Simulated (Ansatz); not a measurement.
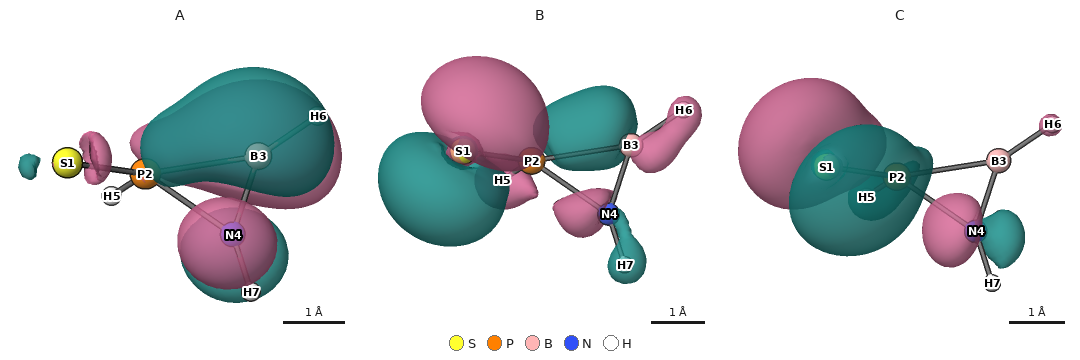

Figure 1: BH3NPS. Three frontier orbitals at ±0.1 Å⁻³ᐟ² (teal and pink are the two phases), in no order.

Computed with Ansatz, RKS PBE-D4/6-31G*.

```xyz
7

S    -2.1675   -0.7649   -0.9203
P    -0.4011    0.0689   -0.8738
B     0.7400    0.5726    0.5646
N     1.0148   -0.6251   -0.0652
H     0.1195    0.4274   -2.1527
H     1.0760    1.2464    1.4918
H     1.5597   -1.4907   -0.0082
```

Order the three orbitals by energy and name them.

C is the HOMO−1 (−5.77 eV). Its weight (Hirshfeld) is mainly on S1 (about 75 %), P2 (about 15 %) and N4 (about 5 %); largely a lone pair of S1. B is the HOMO (−5.30 eV). By Hirshfeld shares it lies mainly on S1 (about 70 %), P2 (about 10 %) and B3 (about 10 %); largely a lone pair of S1. A is the LUMO (−1.83 eV). By Hirshfeld shares it lies mainly on B3 (about 50 %), N4 (about 25 %) and P2 (about 15 %).

What is the HOMO–LUMO gap?

3.47 eV between the orbital energies.
